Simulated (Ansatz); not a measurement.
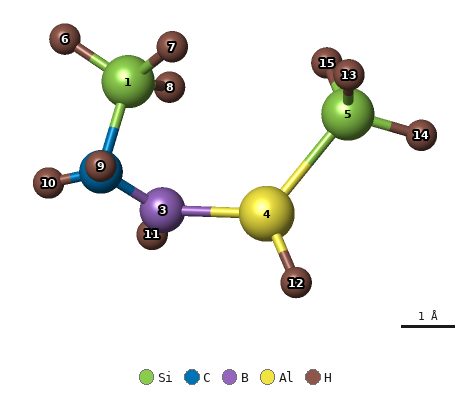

The input geometry (ball-and-stick view, seen at a tilt; atoms are numbered from 1 in the order of the input). Sticks mark near contacts.

# Frequency calculation, with input and output: CH₁₀AlBSi₂

System: CH₁₀AlBSi₂, SMILES [SiH3]C[BH][AlH][SiH3].
Method: RKS PBE0-D4/def2-TZVP (Ansatz 0.2.0).

The geometry comes from this level: PBE0-D4/def2-TZVP. Figures and captions count atoms from 1; the log counts them from 0 in places.

The program's output
```
Functional definition: PBE0
  name "PBE0"
  cite "Adamo & Barone, J. Chem. Phys. 110, 6158 (1999) doi:10.1063/1.478522"
  cite "Perdew, Burke & Ernzerhof, Phys. Rev. Lett. 77, 3865 (1996) doi:10.1103/PhysRevLett.77.3865"
  parent pbe
  parameter a = 0.25
  parameter kappa = 0.804
  parameter beta = 0.06672455060314922
  exchange = (1 - a)*pbe_x(kappa = kappa, mu = beta*pi^2/3) + a*exact_x
  correlation = pbe_c(beta = beta)
1604 factors; their error is unknown
mean field evaluation 1: about -24209.4694 eV, gradient 5.2e1 eV
mean field evaluation 2: about -24203.5659 eV, gradient 6.5e1 eV
mean field evaluation 4: about -24216.1165 eV, gradient 2.0e0 eV
mean field evaluation 8: about -24216.2010 eV, gradient 5.6e-2 eV
mean field evaluation 16: about -24216.2010 eV, gradient 2.6e-5 eV
mean field -24216.20099695 eV, -889.9289723072 hartree, gradient 2.6e-5 eV, S^2 0.000000; 0 other end points of the search recorded, 0 dependent functions left out
the calculation of the forces begins
reference -24216.20104245 eV, -889.9289739793 hartree; 31, 31 occupied and 202, 202 virtual orbitals, 1604 factors
these checks for a lower state are left out or cut short: stability, starts, cluster_reference, orbital_swaps, neighbouring_geometries, increment
1604 factors; their error is unknown
mean field -24216.20092363 eV, -889.9289696130 hartree, gradient 1.9e-6 eV, S^2 0.000000; 0 other end points of the search recorded, 0 dependent functions left out
[... from here on the field's lines of each further geometry are left out, up to the last ...]
the calculation of the forces begins
reference -24216.20099506 eV, -889.9289722379 hartree; 31, 31 occupied and 202, 202 virtual orbitals, 1604 factors
these checks for a lower state are left out or cut short: stability, starts, cluster_reference, orbital_swaps, neighbouring_geometries, increment
1604 factors; their error is unknown
mean field -24216.20098597 eV, -889.9289719039 hartree, gradient 1.9e-6 eV, S^2 0.000000; 0 other end points of the search recorded, 0 dependent functions left out
the calculation of the forces begins
reference -24216.20103147 eV, -889.9289735760 hartree; 31, 31 occupied and 202, 202 virtual orbitals, 1604 factors
Total energy: -24216.51511809 eV, -889.9405160463 hartree
Atom 0 at    -0.047259     0.815068     1.730973 Å, force     0.000792     0.005067     0.000478 eV/Å
Atom 1 at     1.501247    -0.280929     1.499926 Å, force     0.004022     0.001563    -0.000766 eV/Å
Atom 2 at     0.801020    -1.293514     0.586109 Å, force     0.001766     0.002516    -0.000329 eV/Å
Atom 3 at     0.385508    -1.033558    -1.483056 Å, force    -0.001878    -0.001037     0.001067 eV/Å
Atom 4 at    -1.437181     0.414426    -2.297616 Å, force    -0.000197     0.001370     0.002161 eV/Å
Atom 5 at    -0.049950     1.394846     3.098379 Å, force    -0.000069    -0.001295    -0.002586 eV/Å
Atom 6 at    -0.044665     1.894861     0.711619 Å, force     0.000013    -0.002886     0.003052 eV/Å
Atom 7 at    -1.296018     0.020937     1.561987 Å, force    -0.000390    -0.000069    -0.000061 eV/Å
Atom 8 at     2.238065     0.394493     1.059585 Å, force    -0.002708    -0.002467     0.002211 eV/Å
Atom 9 at     1.824267    -0.625166     2.484476 Å, force    -0.001975     0.000654    -0.002738 eV/Å
Atom 10 at     0.331470    -2.265412     1.122840 Å, force    -0.000744    -0.001391    -0.000129 eV/Å
Atom 11 at     1.258484    -1.782354    -2.591011 Å, force     0.000244    -0.000204    -0.000385 eV/Å
Atom 12 at    -0.873855     1.740116    -2.698245 Å, force    -0.000680    -0.000668     0.000548 eV/Å
Atom 13 at    -2.138442    -0.133406    -3.495121 Å, force     0.000135    -0.000159    -0.000756 eV/Å
Atom 14 at    -2.474591     0.688793    -1.261446 Å, force     0.001669    -0.000994    -0.001768 eV/Å
Dipole moment:     0.203800     0.033138     0.310544 e Å
Vibrations: 32.43 43.63 62.19 85.48 123.10 176.65 272.38 335.01 356.60 421.27 454.74 506.38 544.78 570.98 613.05 639.01 729.81 812.64 858.88 916.23 931.69 936.92 938.99 943.98 950.06 981.47 1066.57 1139.60 1442.52 1878.87 2179.55 2195.35 2200.87 2213.96 2227.71 2237.44 2543.33 3073.37 3137.79 cm⁻¹, zero-point energy 2.589739 eV
```

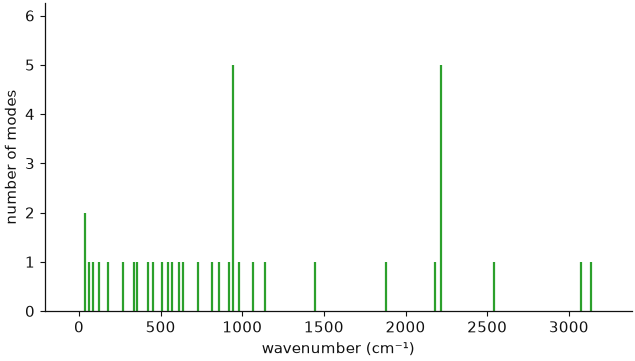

Harmonic vibrational wavenumbers from the force constants; neighbouring modes closer than 14 cm⁻¹ are counted in one stick. 39 modes from 32 to 3138 cm⁻¹, none imaginary.

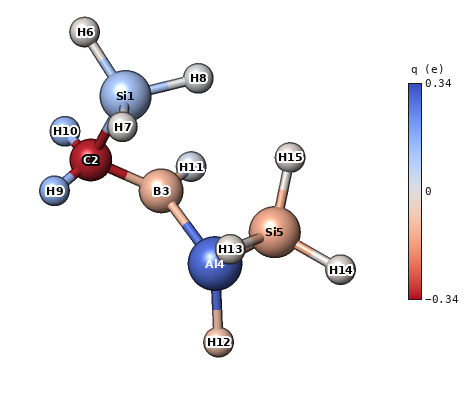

Mulliken charges, as the colour of each atom (ball-and-stick view, seen at a tilt; atoms are numbered from 1 in the order of the input; Mulliken charges depend strongly on the basis). By element: Si −0.13 to +0.11, C −0.32, B −0.11, Al +0.28 and H −0.08 to +0.14 e.

The run was set up as follows.

Input file
```yaml
crystal:
  periodic: [false, false, false]
  atoms:
    - {symbol: Si, position_ang: [-0.047259, 0.815068, 1.730973]}
    - {symbol: C, position_ang: [1.501247, -0.280929, 1.499926]}
    - {symbol: B, position_ang: [0.801020, -1.293514, 0.586109]}
    - {symbol: Al, position_ang: [0.385508, -1.033558, -1.483056]}
    - {symbol: Si, position_ang: [-1.437181, 0.414426, -2.297616]}
    - {symbol: H, position_ang: [-0.049950, 1.394846, 3.098379]}
    - {symbol: H, position_ang: [-0.044665, 1.894861, 0.711619]}
    - {symbol: H, position_ang: [-1.296018, 0.020937, 1.561987]}
    - {symbol: H, position_ang: [2.238065, 0.394493, 1.059585]}
    - {symbol: H, position_ang: [1.824267, -0.625166, 2.484476]}
    - {symbol: H, position_ang: [0.331470, -2.265412, 1.122840]}
    - {symbol: H, position_ang: [1.258484, -1.782354, -2.591011]}
    - {symbol: H, position_ang: [-0.873855, 1.740116, -2.698245]}
    - {symbol: H, position_ang: [-2.138442, -0.133406, -3.495121]}
    - {symbol: H, position_ang: [-2.474591, 0.688793, -1.261446]}
basis:
  gaussian: {orbitals: def2-TZVP}
hamiltonian: {xc: pbe0, dispersion: d4}
phonons: {temperatures: {t_min: 298.15, t_max: 900, t_step: 200}}
```

Command:
```bash
ansatz run in.yaml --threads 4 --pin off --events-out ev --progress --plain --max-ram 10444MiB
```

Results in brief

```json
{"quantity": "outcome", "value": "converged"}
{"quantity": "total energy", "value": "−24216.5151 eV"}
{"quantity": "mean-field energy", "value": "−24216.2010 eV"}
{"quantity": "dispersion energy", "value": "−0.3141 eV"}
{"quantity": "largest force (length of the vector)", "value": "0.005 eV/Å"}
{"quantity": "dipole moment", "value": "1.79 D"}
{"quantity": "hardware", "value": "4 threads of Intel Xeon, 15 GiB of memory available, shared host"}
{"quantity": "wall time", "value": "2.8 min (CPU time 10 min)"}
{"quantity": "peak memory", "value": "0.77 GiB"}
```
